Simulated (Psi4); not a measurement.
# NH3 (ammonia): HF/pcseg-2

Aim: the vertical ionisation energy of NH3 (ammonia) at HF/pcseg-2, from 2 runs. 

Program for the calculation: Psi4 1.11.

**1. The structure to begin with**

The species is NH3 (4 atoms), meant as a singlet with charge 0. As SMILES, `N`. The coordinates come from a PBE0-D4/def2-TZVP relaxation.

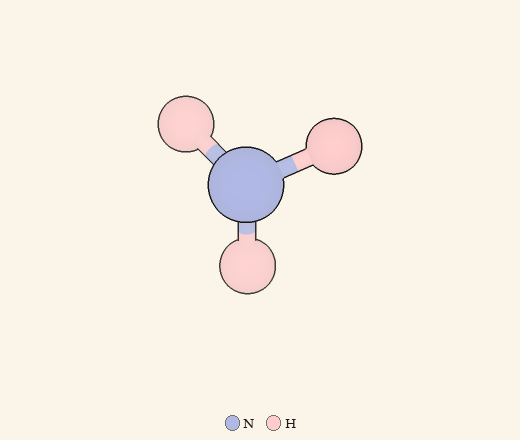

The structure, seen from a chosen angle (nitrogen light blue, hydrogen pink).

**2. A single-point energy at HF/pcseg-2**

Contents of input.inp:

```
memory 1.6 GB

molecule {
  N     -0.069910     0.249470     0.110930
  H      0.490470    -0.301820     0.749180
  H     -0.887480    -0.301940    -0.118910
  H      0.466920     0.354280    -0.741200
  symmetry c1
}

set basis pcseg-2
set reference rhf
set puream true
set scf_type pk

energy_value, wavefunction = energy('hf', return_wfn=True)
```

On the command line:

```
$ psi4 -i input.inp -o input.out -n 1
```

input.out, cut to the lines that bear on the results:

```text
[...]
  Running in c1 symmetry.
[...]
  Nuclear repulsion =   11.949539011427511
[...]
  Multiplicity = 1
[...]
  Nalpha       = 5
  Nbeta        = 5
[...]
    Number of basis functions: 72
[...]
   @RHF iter   1:   -56.12365544301340   -4.74213e-01   6.35643e-03 ADIIS/DIIS
[...]
   @RHF iter   7:   -56.21870778095131   -6.27521e-08   5.16675e-07 DIIS
[...]
    Orbital Energies [Eh]
    ---------------------
    Doubly Occupied:
       1A    -15.534496     2A     -1.140248     3A     -0.628738
       4A     -0.628734     5A     -0.427726
[...]
  @RHF Final Energy:   -56.21870778095131
   => Energetics <=
    Nuclear Repulsion Energy =             11.9495390114275111
    One-Electron Energy =                 -99.6166002365682743
    Two-Electron Energy =                  31.4483534441894577
    Total Energy =                        -56.2187077809513127
[...]
 Multipole Moments:
 ------------------------------------------------------------------------------------
     Multipole            Electronic (a.u.)      Nuclear  (a.u.)        Total (a.u.)
 ------------------------------------------------------------------------------------
 L = 1.  Multiply by 2.5417464519 to convert [e a0] to [Debye]
 Dipole X            :         -0.0512666            0.2156503            0.1643836
 Dipole Y            :          0.1829245           -0.7695439           -0.5866194
 Dipole Z            :          0.0813397           -0.3421840           -0.2608443
 Magnitude           :                                                    0.6627096
[...]
```

Wall time 2.5 s (1 thread of Intel Xeon Platinum 8259CL at 2.50GHz (Skylake/Cascade Lake), shared host); peak memory 0.25 GiB.

**3. The doublet cation, same level**

Contents of calc.in:

```
memory 1600 MB

molecule geom {
  1 2
  N     -0.069910     0.249470     0.110930
  H      0.490470    -0.301820     0.749180
  H     -0.887480    -0.301940    -0.118910
  H      0.466920     0.354280    -0.741200
  symmetry c1
}

set globals {
  reference uhf
  puream true
  scf_type pk
  maxiter 100
}

E, wfn = energy('scf/pcseg-2', return_wfn=True)
```

On the command line:

```
$ psi4 -i calc.in -o calc.out -n 1
```

calc.out:

```text
[...]
  Running in c1 symmetry.
[...]
  Nuclear repulsion =   11.949539011427511
[...]
  Multiplicity = 2
[...]
  Nalpha       = 5
  Nbeta        = 4
[...]
    Number of basis functions: 72
[...]
   @UHF iter   1:   -55.83715063389447   -1.87708e-01   3.11893e-03 ADIIS/DIIS
[...]
   @UHF iter   8:   -55.87504868955329   -9.45647e-08   6.59701e-07 DIIS
[...]
   @S^2 Observed:                7.577070455E-01
[...]
    Orbital Energies [Eh]
    ---------------------
    Alpha Occupied:
       1A    -16.014545     2A     -1.602539     3A     -1.051328
       4A     -1.051324     5A     -0.971538
    Alpha Virtual:
       6A     -0.137783     7A     -0.065550     8A     -0.065549
       9A      0.076439    10A      0.076441    11A      0.078451
      12A      0.213149    13A      0.261054    14A      0.273749
      15A      0.273751    16A      0.482037    17A      0.482044
      18A      0.796718    19A      0.846099    20A      0.846101
      21A      0.917224    22A      1.056338    23A      1.056341
      24A      1.061690    25A      1.260837    26A      1.260840
[...]
  @UHF Final Energy:   -55.87504868955329
   => Energetics <=
    Nuclear Repulsion Energy =             11.9495390114275111
    One-Electron Energy =                 -95.4544382375912619
    Two-Electron Energy =                  27.6298505366104692
    Total Energy =                        -55.8750486895532887
  UHF NO Occupations:
  HONO-2 :    3  A 1.9989443
  HONO-1 :    4  A 1.9982560
  HONO-0 :    5  A 1.0000000
  LUNO+0 :    6  A 0.0017440
  LUNO+1 :    7  A 0.0010557
[...]
 Multipole Moments:
 ------------------------------------------------------------------------------------
     Multipole            Electronic (a.u.)      Nuclear  (a.u.)        Total (a.u.)
 ------------------------------------------------------------------------------------
 L = 1.  Multiply by 2.5417464519 to convert [e a0] to [Debye]
 Dipole X            :         -0.0866321            0.2156503            0.1290182
 Dipole Y            :          0.3091451           -0.7695439           -0.4603988
 Dipole Z            :          0.1374651           -0.3421840           -0.2047189
 Magnitude           :                                                    0.5201178
[...]
```

Run time: 2.7 s. Hardware: 1 thread of Intel Xeon Platinum 8259CL at 2.50GHz (Skylake/Cascade Lake), shared host; peak memory 0.25 GiB.

**4. Summary of results**

Level: HF/pcseg-2.

```
                                          quantity         value
                         singlet NH3: total energy  -56.21871 Eh
                        singlet NH3: dipole moment        1.68 D
                          singlet NH3: HOMO energy     -11.64 eV
                          singlet NH3: LUMO energy       2.67 eV
                        singlet NH3: HOMO–LUMO gap      14.30 eV
                      doublet cation: total energy  -55.87505 Eh
doublet cation: HOMO energy (highest over α and β)     -26.44 eV
 doublet cation: LUMO energy (lowest over α and β)      -7.64 eV
                              doublet cation: ⟨S²⟩         0.758
vertical ionisation energy (to the doublet cation)      9.351 eV
```

What this shows: The vertical ionisation energy comes to 9.35 eV (216 kcal/mol). −ε(HOMO) before ionisation, 11.64 eV, is 2.29 eV above this ionisation energy.
